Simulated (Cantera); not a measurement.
Input: 1 mol AlN, 0.32 mol C, 0.13 mol N₂, held at 67.0 Pa.

Method: chemical equilibrium by Gibbs-energy minimisation in Cantera with the NASA 1993 tables (ideal gas, pure condensed phases). Candidate condensed phases: Al, AlN, C; 16 gas species. Equilibrium is a limit: real reactors are often held back by kinetics, nucleation or transport.

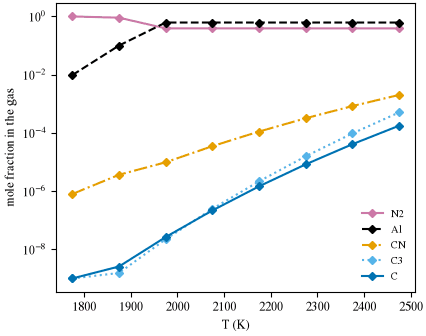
Equilibrium gas composition (values under 1e-9 drawn at 1e-9)

From 1775 K to 1875 K the condensed part is AlN(s) + C(graphite). From 1975 K to 2475 K the condensed part is C(graphite). The main Al-bearing gas is Al throughout.
